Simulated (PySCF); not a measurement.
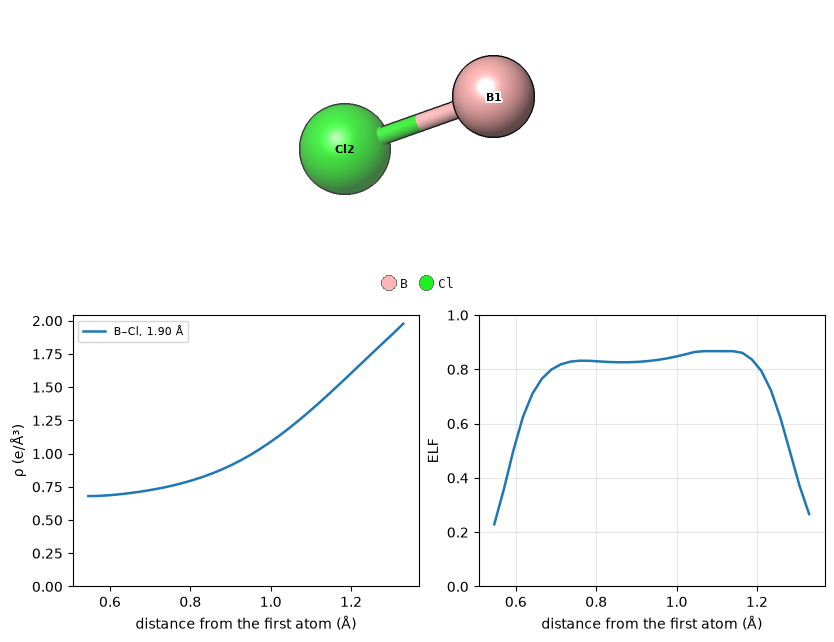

Figure 1: BCl (charge −1, doublet). Electron density and ELF along straight lines between neighbouring atoms. The curves leave out the atomic cores. The structure is drawn too.

Computed with PBE0/aug-cc-pVDZ(-PP), non-relativistic Hamiltonian with scalar-relativistic core potentials where named, at a bond length of 1.900 Å in PySCF.

```xyz
2

B     0.0000    0.0000   -1.4451
Cl    0.0000    0.0000    0.4549
```

What kind of bonding do the profiles show?

B–Cl (1.90 Å): ρ at the midpoint is about 0.99 e/Å³; the ELF peaks at about 0.85 between the atoms; a polar covalent bond.
